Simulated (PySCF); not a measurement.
**Core-level calculation, with input and output: CH₅Al₂NO₅**

- system: CH₅Al₂NO₅, SMILES N#[C][Al-]1([OH])[OH+][Al-]([OH])([OH])[OH+]1
- method: delta-SCF UKS SCAN, pcX-2 on the ionised atom, pcseg-1 elsewhere, spin-free X2C (PySCF 2.14.0)

Figures and captions count atoms from 1; the log counts them from 0 in places.

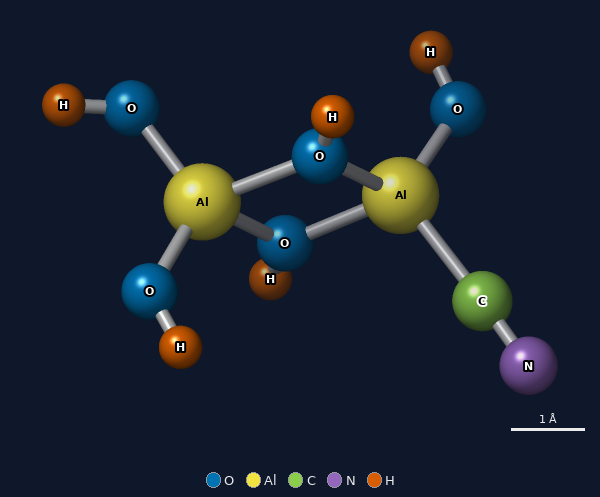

Fig. 1: The structure as given in the input (ball-and-stick view, seen at a tilt). Sticks mark near contacts.

## Input file
```
{"job": {"kind": "xps", "holes": 5}, "charge": 0, "multiplicity": 1}
O      1.842691    -2.006286     0.014330
Al     1.189132    -0.540795    -0.558200
O      2.000324     0.264513    -1.817624
O      0.633227     0.523452     0.858734
Al    -1.186532     0.371181     0.684063
O     -2.052940    -0.370122     1.936884
C     -1.943167     2.040968     0.049323
N     -2.364922     3.041286    -0.362296
O     -0.654515    -0.655798    -0.740063
H      2.641565    -2.386403    -0.352797
H      1.753032     1.093817    -2.226024
H      1.160683     0.939110     1.543689
H     -1.857186    -1.196412     2.378275
H     -1.168116    -1.133479    -1.394587
```

The first line tells a small driver script what to run in PySCF; the rest is the geometry in Å.

Hardware: 1 CPU thread, shared host.

Launched with:
```bash
OMP_NUM_THREADS=1 python <driver script> task.json out
```

## Output
```
ground state, core basis on atom 0 (O), 190 functions
  cycle   1  E = -957.59133630  |g| = 1.58e+00
  cycle   2  E = -956.42529073  |g| = 2.88e+00
  cycle   3  E = -958.01637997  |g| = 3.94e-01
  cycle   4  E = -958.03719971  |g| = 2.41e-01
  cycle   5  E = -958.04668206  |g| = 1.28e-01
  cycle   6  E = -958.05022834  |g| = 2.16e-02
  cycle   7  E = -958.05031183  |g| = 6.60e-03
  cycle   8  E = -958.05032205  |g| = 2.00e-03
  cycle   9  E = -958.05032299  |g| = 9.81e-04
  cycle  10  E = -958.05032337  |g| = 1.55e-04
  E(ground) = -958.13331979 Eh
hole in O 1s of atom 0
[... 12 cycles left out ...]
  E(ion) = -938.35981547 Eh   <S^2> = 0.7612   hole on atom = 1.000   binding energy = 538.064 eV
ground state, core basis on atom 3 (O), 190 functions
[... 7 cycles left out ...]
  E(ground) = -958.13153432 Eh
hole in O 1s of atom 3
[... 12 cycles left out ...]
  E(ion) = -938.27774999 Eh   <S^2> = 0.7610   hole on atom = 1.000   binding energy = 540.249 eV
ground state, core basis on atom 4 (Al), 201 functions
[... 7 cycles left out ...]
  E(ground) = -958.14945963 Eh
hole in Al 2p of atom 4
[... 10 cycles left out ...]
  E(ion) = -955.14696505 Eh   <S^2> = 0.7514   hole on atom = 1.004   binding energy = 81.702 eV
  2p3/2 = 81.668 eV   2p1/2 = 82.119 eV
ground state, core basis on atom 5 (O), 190 functions
[... 6 cycles left out ...]
  E(ground) = -958.13246736 Eh
hole in O 1s of atom 5
[... 11 cycles left out ...]
  E(ion) = -938.35293782 Eh   <S^2> = 0.7615   hole on atom = 1.000   binding energy = 538.228 eV
ground state, core basis on atom 6 (C), 190 functions
[... 7 cycles left out ...]
  E(ground) = -958.10996439 Eh
hole in C 1s of atom 6
[... 5 cycles left out ...]
  cycle   6  E = -947.31001056  |g| = 9.84e-02
  cycle   7  E = -947.31530475  |g| = 5.40e-02
  cycle   8  E = -947.31664254  |g| = 3.36e-02
  cycle   9  E = -947.31711298  |g| = 8.26e-03
  cycle  10  E = -947.31716601  |g| = 6.03e-03
  cycle  11  E = -947.31719291  |g| = 3.59e-03
  cycle  12  E = -947.31722545  |g| = 1.88e-03
  cycle  13  E = -947.31723168  |g| = 1.08e-03
  cycle  14  E = -947.31723440  |g| = 8.19e-04
  cycle  15  E = -947.31723530  |g| = 3.74e-04
  E(ion) = -947.40354653 Eh   <S^2> = 0.8307   hole on atom = 1.000   binding energy = 291.336 eV
```

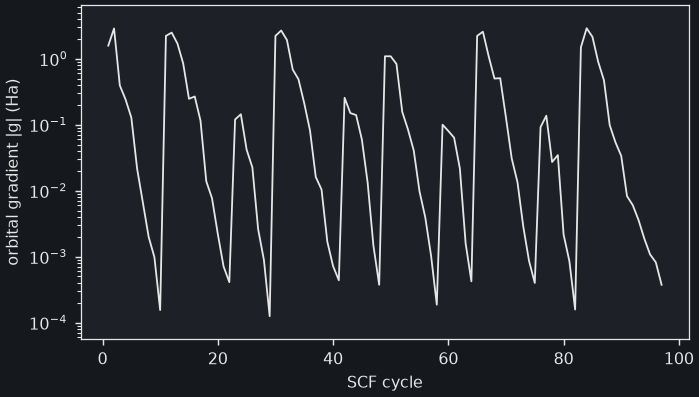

Fig. 2: Convergence of the self-consistent field: orbital gradient |g| against the SCF cycle. All cycles printed in the log are drawn one after another.

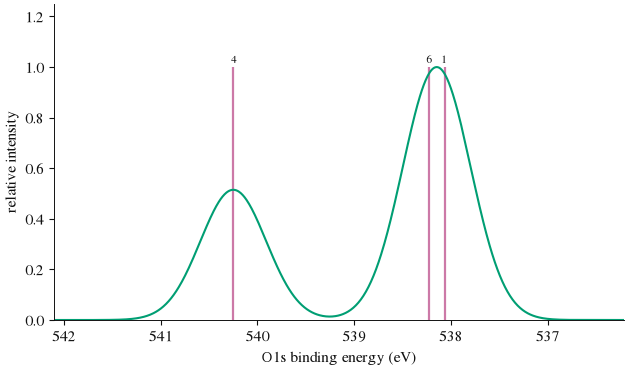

Fig. 3: O1s binding energies by ΔSCF of the atoms computed, labelled by atom number, with a Gaussian envelope of 0.8 eV full width. They run from 538.06 eV (atom 1) to 540.25 eV (atom 4).

## Summary

```json
{"quantity": "outcome", "value": "converged"}
{"quantity": "wall time", "value": "41 s"}
{"quantity": "peak memory", "value": "0.74 GiB"}
```
